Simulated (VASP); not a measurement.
Here is the system:

```yaml
crystal:
  lattice:
    - [4.05499, 2.02119, 2.02119]
    - [2.02119, 4.05499, 2.02119]
    - [2.02119, 2.02119, 4.05499]
  atoms:
    - { symbol: Ni, position: [0.00000, 0.00000, 0.00000], spin: 1.1 }
    - { symbol: Ni, position: [0.50000, 0.50000, 0.50000], spin: -1.1 }
    - { symbol: O, position: [0.25000, 0.25000, 0.25000] }
    - { symbol: O, position: [0.75000, 0.75000, 0.75000] }
```

These are LDA (Ceperley-Alder, Perdew-Zunger), VASP's LDA PAW potentials (set 64) (plane waves; VASP) values and carry that method's errors. Numerical set-up: 520 eV cut-off, 10×10×10 Γ-centred mesh, tetrahedra with Blöchl corrections, potentials Ni O.

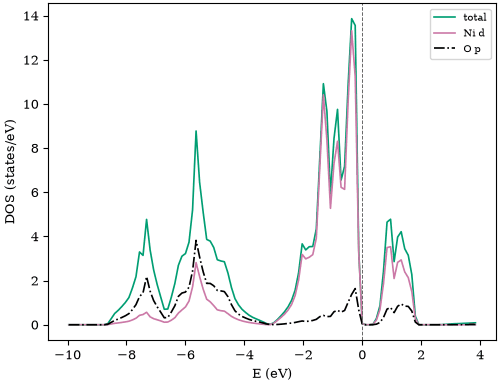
Figure. Total and projected density of states, zero at the valence-band maximum

Within 2 eV below the valence-band maximum the largest weight inside VASP's projection spheres is Ni d.

It has a band gap.

The compound is NiO in the rock salt, AFM-II order structure. It was relaxed first, which changed the volume by -8 %.
